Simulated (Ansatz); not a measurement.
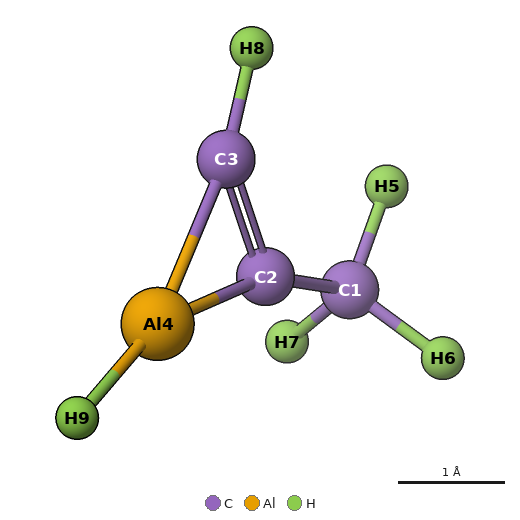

The atoms are numbered. Computed geometry: PBE-D4/def2-SVP optimisation. No frequency run is at hand to confirm it as a minimum.

What is the geometry at C3?

C3 has 3 neighbours (C2 at 1.38, Al4 at 1.87, H8 at 1.11 Å); the arrangement is T-shaped.

What is the geometry at C1?

C1 has 4 neighbours (C2 at 1.49, H5 at 1.11, H6 at 1.11, H7 at 1.11 Å); the arrangement is tetrahedral.

How are the neighbours of atom 2 arranged?

C2 has 3 neighbours (C1 at 1.49, C3 at 1.38, Al4 at 1.89 Å); the arrangement is T-shaped.

What is the dihedral angle C1–C2–C3–Al4?

180° in size, that is anti.
